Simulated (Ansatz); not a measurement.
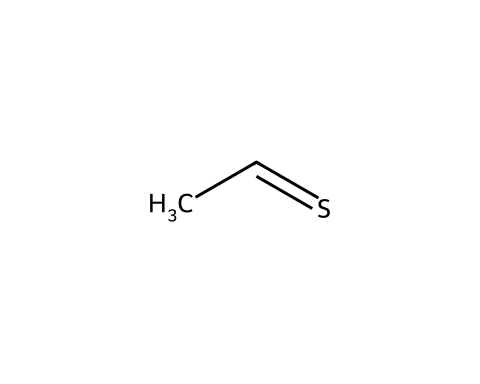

Skeletal drawing of a molecule.

Write the SMILES.

CC=S

What is the molecular formula?

C2H4S.

An optimisation with PBE0-D4/def2-TZVP gave a structure of which point group?

Cs.

The parts below concern this one geometry. Atoms keep their numbers from picture to picture. The geometry was computed by an optimisation with PBE0-D4/def2-TZVP.

### Geometry

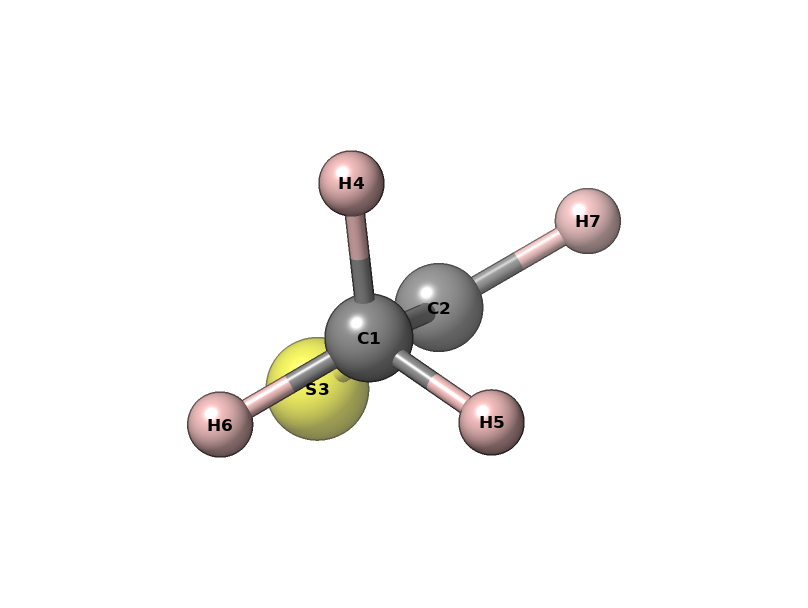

C2 lies behind C1. The molecule seen a little off the C1–C2 bond, C1 in front. Depth is shown by fading: the farther an atom, the more it takes the colour of the background.

What is the torsion angle H4–C1–C2–S3? The sign is positive where the front bond must turn clockwise to cover the back bond.

−122°, anticlinal.

### Dipole moment

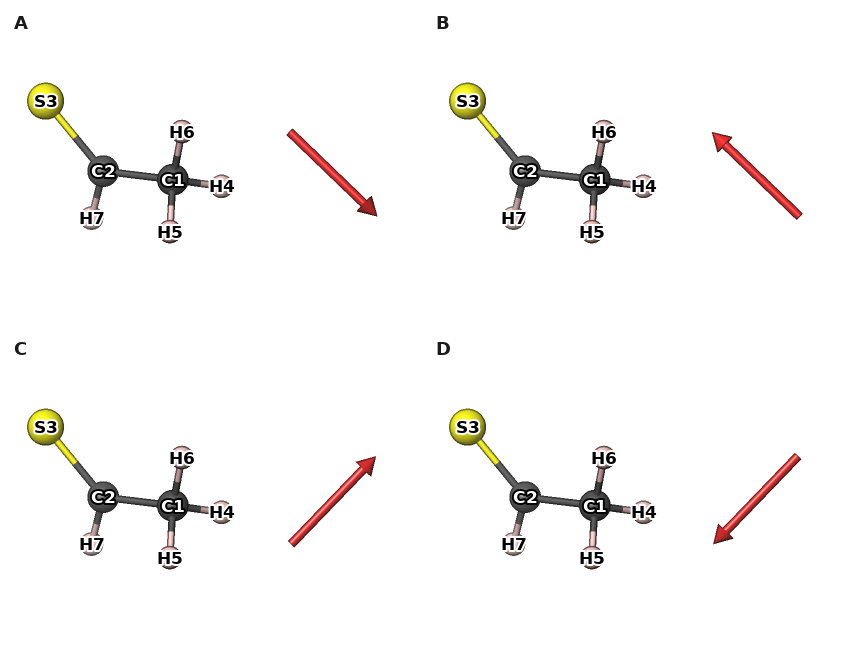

The same molecule four times, each with an arrow. Level of theory: RKS PBE0-D4/def2-TZVP (Ansatz 0.2.0).

Which arrow points along the dipole moment, from the negative to the positive end?

A. The dipole moment is 2.50 D; it points from the side of S3 to the side of H4, H5 (the outermost atoms at the two ends).

### Thermal motion

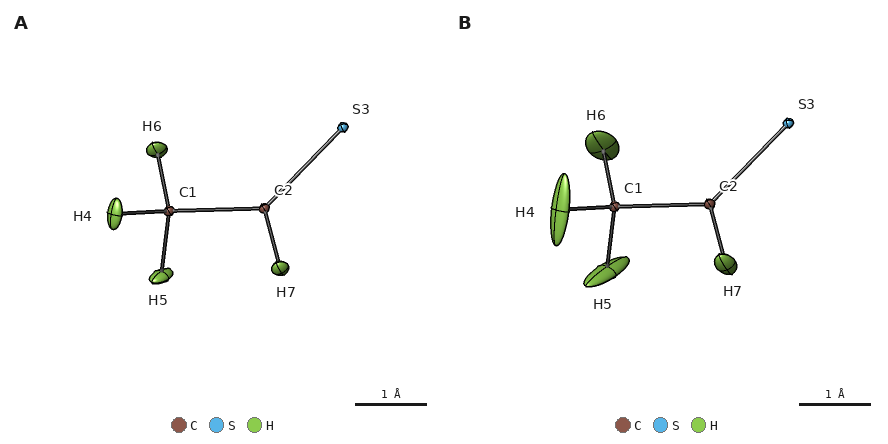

Displacement ellipsoids at the 50 % level, scaled by 0.7, from the internal vibrations of the free molecule (harmonic, no overall translation or rotation; no half-axis is drawn under 0.075 Å). Vibrations computed with RKS PBE0-D4/def2-TZVP (Ansatz 0.2.0). One panel is for 100 K, the other for 900 K.

Which panel is for 900 K?

B.

How much does the mean-square displacement of H5 grow, and why?

U_eq goes from 0.0212 to 0.0865 Å², a factor of 4.1. Modes below kT (626 cm⁻¹ at 900 K) grow about in proportion to T, and the lowest lies at 176 cm⁻¹; the mean-square amplitude of a mode is its zero-point value times coth(ħω/2kT), which comes close to 1 only above about 3kT.

### Charges

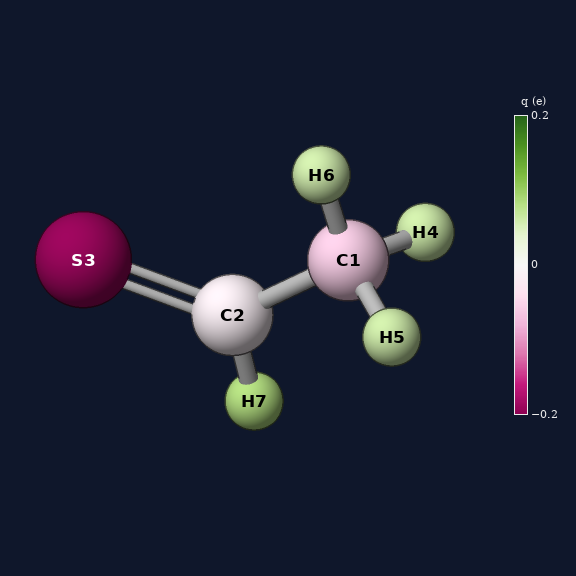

Atoms are coloured by their Mulliken charges. Properties computed with RKS r2SCAN-D4/def2-TZVPP (Ansatz 0.2.0).

Which atom carries the highest charge (most positive or least negative)?

H7 (0.08 e).

And the lowest?

S3 (−0.19 e).

Give the Mulliken charges atom by atom.

```csv
atom,value (e)
C1,−0.06
C2,−0.01
S3,−0.19
H4,0.06
H5,0.06
H6,0.06
H7,0.08
```

Mulliken values depend strongly on the basis set and can even reverse the polarity of a bond.
